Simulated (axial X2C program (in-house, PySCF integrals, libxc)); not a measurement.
# MoSe⁻: properties at the nuclei

Aim: properties at the nuclei of MoSe⁻, with spin–orbit coupling in the Hamiltonian from the start.

Computed with an in-house X2C program for linear molecules on PySCF integrals. Level: two-component X2C with atomic mean-field terms, Mo dyall-acv3z, Se dyall-acv3z.

All values are calculated.

### Step 1. The job

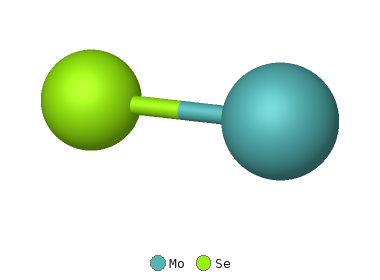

The two atoms at 2.280 Å (molybdenum teal, selenium green).

File task.json:

```json
{
 "zs": [
  42,
  34
 ],
 "q": -1,
 "bas": [
  "dyall-acv3z",
  "dyall-acv3z"
 ],
 "r0": 2.28,
 "levels": [
  "PBE0",
  "HF",
  "PBE50",
  "LDA",
  "r2SCAN"
 ],
 "nst": 3
}
```

Keys: zs atomic numbers; q charge; bas basis sets; r0 starting distance in Å; levels methods (HF also brings MP2); nst determinants followed.

Started as:

```
python soeom.py task.json out
```

Nuclei are Gaussian, cores are contracted, and the Gaunt term is on.

### Step 2. Expectation values, lowest determinant

R = 2.354 Å. State: Ω = 5/2 (excess of +ω over −ω: ω = 5/2).

Output of the PBE0 run:

```text
two-component X2C + atomic mean field  PBE0
basis functions 281  fitting functions 1385  grid points 5799
iter        total energy     max residual
   1      -6475.455438691     5.31e-06
   2      -6475.455438696     9.17e-06
   3      -6475.455438701     2.83e-06
   4      -6475.455438702     2.02e-06
converged
one-electron -9615.91518238  Coulomb 3035.25165318  exact exchange -52.38641391  xc functional -160.62462322  nuclear repulsion 321.01319337  atomic mean-field constant -2.79406576
```

The highest occupied spinor is 46% Se p, 27% Mo d, 21% Mo p.

```tsv
level	Eeff magnitude (GV/cm)	Ws magnitude Mo (kHz)	A∥/gI Mo (MHz)	qzz Mo (a.u.)	A∥/gI Se (MHz)	qzz Se (a.u.)
PBE0	0.942	0.332	376	0.44	-21.4	1.04
HF	0.949	0.447	222	0.46	-54.1	0.71
PBE50	0.884	0.35	342	0.42	-25.8	1.05
LDA	0.905	0.303	457	0.36	-25.1	1.01
r2SCAN	1.33	0.395	416	0.43	-19	1.07
```

Eeff is the effective electric field on the electron dipole moment in this Ω state and Ws the scalar–pseudoscalar constant (defined with the proton number Z and per Ω); A∥ is the parallel hyperfine constant, which follows by multiplying with the nuclear g factor gI = μI/(I μN); qzz is the electric field gradient, eQq0 = 234.96 MHz × Q/barn × qzz. The operators were transformed with the bare-nucleus X2C matrices.

### Step 3. Expectation values, a higher determinant

R = 2.354 Å. State: Ω = 3/2 (excess of +ω over −ω: ω = 1/2, ω = -3/2, ω = 5/2), 0.58 eV above the lowest in the PBE0 search for states (made at or near this distance, with looser thresholds).

Output of the PBE0 run:

```text
two-component X2C + atomic mean field  PBE0
basis functions 281  fitting functions 1385  grid points 5799
iter        total energy     max residual
   1      -6475.434060823     4.76e-06
   2      -6475.434060827     6.68e-06
   3      -6475.434060829     4.51e-06
converged
one-electron -9613.60168096  Coulomb 3032.91347176  exact exchange -52.37689622  xc functional -160.58808302  nuclear repulsion 321.01319337  atomic mean-field constant -2.79406576
```

The highest occupied spinor is 40% Mo p, 25% Mo s, 16% Se p.

```tsv
level	Eeff magnitude (GV/cm)	Ws magnitude Mo (kHz)	A∥/gI Mo (MHz)	qzz Mo (a.u.)	A∥/gI Se (MHz)	qzz Se (a.u.)
PBE0	1.49	0.613	596	-2.07	-178	-1.87
HF	0.13	0.324	232	-2.77	-353	-3.22
PBE50	1.43	0.637	514	-2.33	-212	-2.12
LDA	1.69	0.646	768	-1.93	-161	-1.69
r2SCAN	1.79	0.689	690	-2.04	-167	-1.89
```

### Step 4. Expectation values, a higher determinant

R = 2.354 Å. State: Ω = 1/2 (excess of +ω over −ω: ω = -1/2, ω = -3/2, ω = 5/2), 0.69 eV above the lowest in the PBE0 search for states (made at or near this distance, with looser thresholds).

Output of the PBE0 run:

```text
two-component X2C + atomic mean field  PBE0
basis functions 281  fitting functions 1385  grid points 5799
iter        total energy     max residual
   1      -6475.429947508     6.66e-06
   2      -6475.429947518     5.71e-06
   3      -6475.429947520     4.69e-06
   4      -6475.429947523     6.01e-06
   5      -6475.429947525     1.32e-06
   6      -6475.429947525     4.77e-07
converged
one-electron -9612.79764884  Coulomb 3032.04839306  exact exchange -52.35518291  xc functional -160.54463645  nuclear repulsion 321.01319337  atomic mean-field constant -2.79406576
```

The highest occupied spinor is 61% Mo s, 23% Mo p, 6% Se p.

```tsv
level	Eeff magnitude (GV/cm)	Ws magnitude Mo (kHz)	A∥/gI Mo (MHz)	qzz Mo (a.u.)	A∥/gI Se (MHz)	qzz Se (a.u.)
PBE0	4.1	3.04	-542	-0.40	-823	-0.51
HF	4.15	2.56	-173	-1.45	-1370	-2.60
PBE50	4.86	3.6	-606	-0.87	-956	-1.01
LDA	2.03	1.36	-603	0.24	-724	0.05
r2SCAN	3.61	2.54	-88.5	-0.38	-839	-0.42
```

### Step 5. Results

| quantity | value |
| --- | --- |
| lowest determinant | Ω = 5/2 (excess of +ω over −ω: ω = 5/2) |
| Eeff magnitude (GV/cm), PBE0 | 0.942 |
| Ws magnitude Mo (kHz), PBE0 | 0.332 |
| A∥/gI Mo (MHz), PBE0 | 376 |
| qzz Mo (a.u.), PBE0 | 0.44 |
| higher determinant | Ω = 3/2 (excess of +ω over −ω: ω = 1/2, ω = -3/2, ω = 5/2) |
| Eeff magnitude (GV/cm), PBE0, higher determinant | 1.49 |
| Ws magnitude Mo (kHz), PBE0, higher determinant | 0.613 |
| A∥/gI Mo (MHz), PBE0, higher determinant | 596 |
| qzz Mo (a.u.), PBE0, higher determinant | -2.07 |
| higher determinant | Ω = 1/2 (excess of +ω over −ω: ω = -1/2, ω = -3/2, ω = 5/2) |
| Eeff magnitude (GV/cm), PBE0, higher determinant | 4.1 |
| Ws magnitude Mo (kHz), PBE0, higher determinant | 3.04 |
| A∥/gI Mo (MHz), PBE0, higher determinant | -542 |
| qzz Mo (a.u.), PBE0, higher determinant | -0.40 |

In the first state, the effective field runs from 0.884 to 1.33 GV/cm over the mean-field levels. The expectation values come from single determinants, which for open shells can mix terms of unlike spin or miss the lowest Ω, so a determinant need not be a state. Eeff is the effective electric field on the electron dipole moment in this Ω state and Ws the scalar–pseudoscalar constant (defined with the proton number Z and per Ω); A∥ is the parallel hyperfine constant, which follows by multiplying with the nuclear g factor gI = μI/(I μN); qzz is the electric field gradient, eQq0 = 234.96 MHz × Q/barn × qzz. The operators were transformed with the bare-nucleus X2C matrices.
